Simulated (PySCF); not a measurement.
## A study: BrH6NSi2, SMILES `N[SiH2][SiH2]Br`

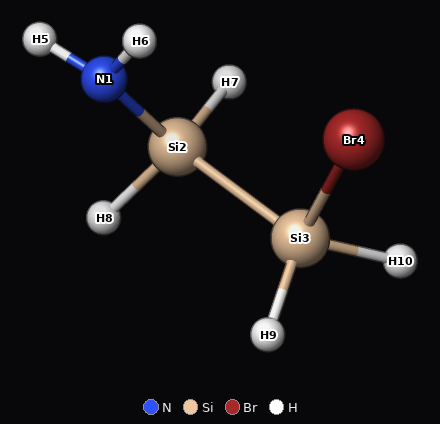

The molecule, with its atoms numbered as below. No frequency check shows the geometry to be a minimum.

Cartesian coordinates (Å):

```
N1       1.9996    1.3907   -0.3531
Si2      2.1261   -0.2126    0.2498
Si3      0.0914   -1.1876   -0.2169
Br4     -1.5476    0.3145    0.0650
H5       2.8074    1.9918   -0.3562
H6       1.1687    1.9369   -0.1847
H7       2.4446   -0.3313    1.6845
H8       3.2126   -0.8332   -0.5094
H9      -0.1702   -1.6459   -1.5794
H10     -0.3390   -2.2574    0.6823
```

Part 1: Local ionisation energy

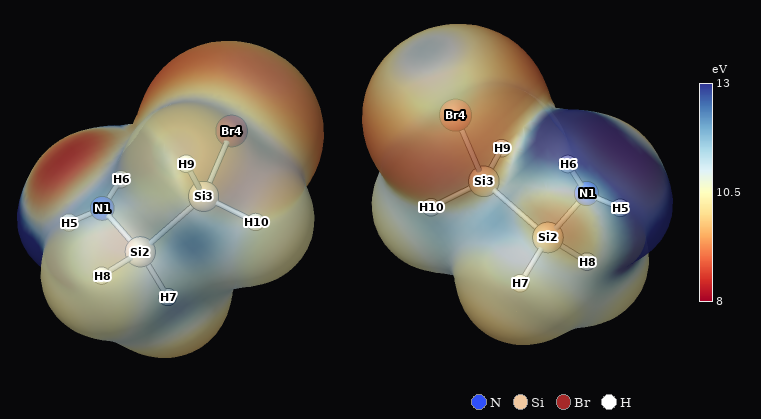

Average local ionisation energy on the surface of electron density 0.001 a.u. (back view left, front view right).

Method: PBE0/def2-SVPD; geometry: GFN2-xTB; program: PySCF.

Question: Locate the minima of the map.

Answer: The lowest value is 8.7 eV, 2.0 Å from N1. Further minima include 9.0 eV, 2.3 Å from Br4; 9.1 eV, 2.3 Å from Br4; 9.2 eV, 2.3 Å from Br4. For comparison, the highest occupied orbital lies at −7.6 eV.

Question: What volume does the surface enclose, and what is the dipole moment?

Answer: About 148 Å³; the dipole moment is 1.9 D.

Part 2: Excited states

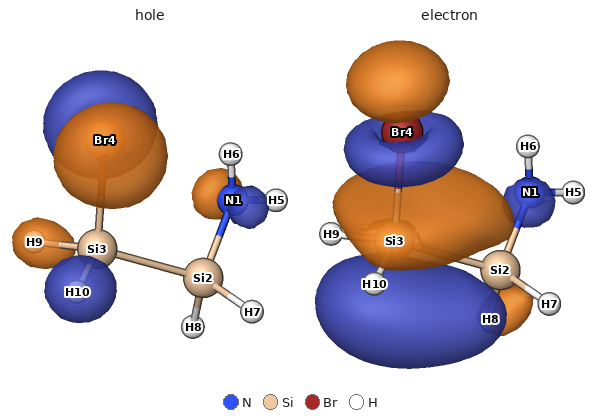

Leading natural transition orbital pair of S₂ (CIS singlet states); the surfaces enclose about 70 % of each orbital's density.

Computed with PySCF, HF/cc-pVDZ, geometry: GFN2-xTB. Without diffuse functions Rydberg states are missing, so the states' numbers hold for this basis only.

Question: Give its energy and the atoms that hole and electron lie on.

Answer: 7.55 eV (164 nm), f = 0.003; the leading pair carries 87 %; hole on Br4 (60 %), N1 (12 %) and Si3 (9 %), electron on Si3 (39 %), Br4 (24 %) and Si2 (18 %); their centroids lie 1.2 Å apart; S₃ lies within 0.1 eV of it. In canonical orbitals it is mainly HOMO−1 → LUMO (80 %). The HOMO–LUMO gap is 13.03 eV.

Part 3: Removing or adding an electron

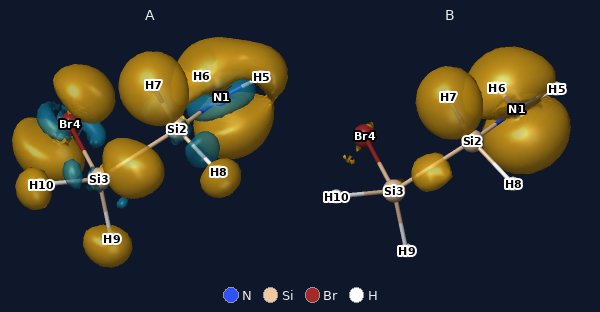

The Fukui function f⁻ from two separate SCF calculations and the density of the HOMO, at ±0.02 e/Å³ (yellow positive, teal negative).

Method: TPSSh/def2-SVPD; geometry: GFN2-xTB; program: PySCF.

Question: Which panel is which, and how good is the frozen-orbital picture?

Answer: A is f⁻ (it has negative regions), B the HOMO density. The HOMO lies on N1 (57 %), Si2 (13 %) and H7 (9 %); f⁻ (Hirshfeld-condensed) is largest on Br4 (0.25) and N1 (0.19); the vertical ionisation energy is 9.28 eV (the stability of the cation's solution wasn't checked). Relaxation shifts 40 % of the electron between atoms. The orbital energy is −6.86 eV.

The PySCF runs shown took 13 s, 34 s and 2.2 min on 1 thread of Intel(R) Xeon(R) Platinum 8488C (Sapphire Rapids), on a shared host.
